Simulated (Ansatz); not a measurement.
**SiCl3O (SMILES [O][Si](Cl)(Cl)Cl): UCCSD/def2-SVP**

Aim: the vertical ionisation energy of SiCl3O at UCCSD/def2-SVP, from 2 runs. 

The calculation is run with Ansatz 0.2.0.

61 further runs of the same task are left out: 10 that didn't finish, 51 set aside as unsound or not needed. Runs told in other sessions of the task aren't counted.

### Step 1. Starting point

SiCl3O has 5 atoms, charge 0, and is taken as a doublet. As SMILES, `[O][Si](Cl)(Cl)Cl`. The coordinates come from a PBE0-D4/def2-TZVP relaxation.

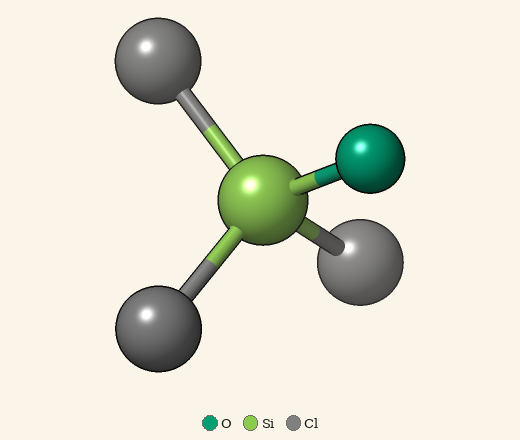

The structure, seen from a chosen angle (oxygen teal, silicon green, chlorine grey).

### Step 2. The energy at UCCSD/def2-SVP

File run.yaml:

```yaml
crystal:
  periodic: [false, false, false]
  atoms:
    - {symbol: O, position_ang: [0.815000, -1.070800, 1.039300]}
    - {symbol: Si, position_ang: [0.038600, -0.018800, 0.041000]}
    - {symbol: Cl, position_ang: [-1.536500, 0.855600, 0.950500]}
    - {symbol: Cl, position_ang: [-0.542800, -1.265500, -1.438700]}
    - {symbol: Cl, position_ang: [1.275600, 1.425900, -0.633600]}
basis:
  gaussian:
    orbitals: def2-SVP
magnetization:
  spin_polarized: true
  initial_magnetization: 1
correlation:
  method: ccsd
  frozen_orbitals: {Cl: 5, O: 1, Si: 5}
accuracy: high
scf:
  omitted_lower_state_checks: [cluster_reference, increment]
```

Run with:

```bash
ansatz run run.yaml --threads 1 --pin off --max-ram 3480MiB --events-out events.jsonl --progress --plain --runs-dir runs
```

Log (excerpt; [...] marks lines left out):

```text
Warning: RAYON_NUM_THREADS=1 ignored (pool sized by the plan → 1); use --threads N
Functional definition: HF
  name "HF"
[...]
1630 factors; integrals over basis functions are off by at most 3.6e-9 eV
[...]
mean field -47398.11222426 eV, -1741.8484966471 hartree, gradient 2.1e-8 eV, S^2 0.755465; 4 other end points of the search recorded, 0 dependent functions left out
21 core orbitals not correlated: weight in the atoms' cores, before any rotation towards them, 1.000 or more for the frozen orbitals, at most 0.000 for the correlated occupied ones
reference -47398.11222426 eV, -1741.8484966471 hartree; 16, 15 occupied and 49, 50 virtual orbitals, 1630 factors
second order -16.81877712 eV of doubles, -0.00000000 eV of singles
cycle   1  -17.71464317 eV  change   -9.0e-1 eV  update   8.4e-2
[...]
cycle  34  -18.12704849 eV  change   -1.5e-9 eV  update   2.6e-9
Total energy: -47416.23927275 eV, -1742.5146533921 hartree
Checks for a lower state left out: cluster_reference, increment
```

Wall time 66 s (1 thread of Arm Neoverse V2, shared host); peak memory 0.65 GiB.

### Step 3. The singlet cation

File in.yaml:

```yaml
crystal:
  periodic: [false, false, false]
  atoms:
    - {symbol: O, position_ang: [0.815000, -1.070800, 1.039300]}
    - {symbol: Si, position_ang: [0.038600, -0.018800, 0.041000]}
    - {symbol: Cl, position_ang: [-1.536500, 0.855600, 0.950500]}
    - {symbol: Cl, position_ang: [-0.542800, -1.265500, -1.438700]}
    - {symbol: Cl, position_ang: [1.275600, 1.425900, -0.633600]}
basis:
  gaussian:
    orbitals: def2-SVP
total_charge: 1
correlation:
  method: ccsd
  frozen_orbitals: {Cl: 5, O: 1, Si: 5}
accuracy: high
scf:
  omitted_lower_state_checks: [cluster_reference, increment]
```

Run with:

```bash
ansatz run in.yaml --threads 1 --pin off --max-ram 3480MiB --events-out events.jsonl --progress --plain --runs-dir runs
```

Log (excerpt; [...] marks lines left out):

```text
Warning: RAYON_NUM_THREADS=1 ignored (pool sized by the plan → 1); use --threads N
[... 2 set-up lines as earlier in the session ...]
[...]
1631 factors; integrals over basis functions are off by at most 3.6e-9 eV
[...]
mean field -47383.59678004 eV, -1741.3150639111 hartree, gradient 7.9e-8 eV, S^2 0.000000; 4 other end points of the search recorded, 0 dependent functions left out; unrestricted orbitals would lower it
21 core orbitals not correlated: weight in the atoms' cores, before any rotation towards them, 1.000 or more for the frozen orbitals, at most 0.000 for the correlated occupied ones
reference -47383.59678004 eV, -1741.3150639111 hartree; 15, 15 occupied and 50, 50 virtual orbitals, 1631 factors
second order -17.51499557 eV of doubles, -0.00000000 eV of singles
cycle   1  -18.01369439 eV  change   -5.0e-1 eV  update   2.9e-1
[...]
cycle 127  -19.67471957 eV  change   -2.5e-9 eV  update   3.6e-9
Total energy: -47403.27149961 eV, -1742.0380965192 hartree
Checks for a lower state left out: cluster_reference, increment
```

Run time: 66 s. Hardware: 1 thread of Arm Neoverse V2, shared host; peak memory 0.35 GiB.

### Step 4. Outcome

At UCCSD/def2-SVP, 21 core orbitals frozen:

| quantity | value |
| --- | --- |
| doublet SiCl3O: total energy | -1742.51465 Eh |
| doublet SiCl3O: correlation energy (21 core orbitals frozen) | -666.2 mEh |
| doublet SiCl3O: ⟨S²⟩ of the reference determinant | 0.755 |
| doublet SiCl3O: T1 diagnostic | 0.013 |
| singlet cation: total energy | -1742.03810 Eh |
| singlet cation: correlation energy (21 core orbitals frozen) | -723.0 mEh |
| singlet cation: T1 diagnostic | 0.108 |
| vertical ionisation energy (to the singlet cation) | 12.968 eV |

Removing an electron at fixed nuclei costs 12.97 eV (1251 kJ/mol). Only the singlet of the ionised species was computed; a triplet could lie lower. The T1 diagnostic (singlet cation) of 0.108 is above the customary mark for such species, so a single reference may not serve. The restricted solution (singlet cation) is unstable to spin breaking: an unrestricted one lies lower.
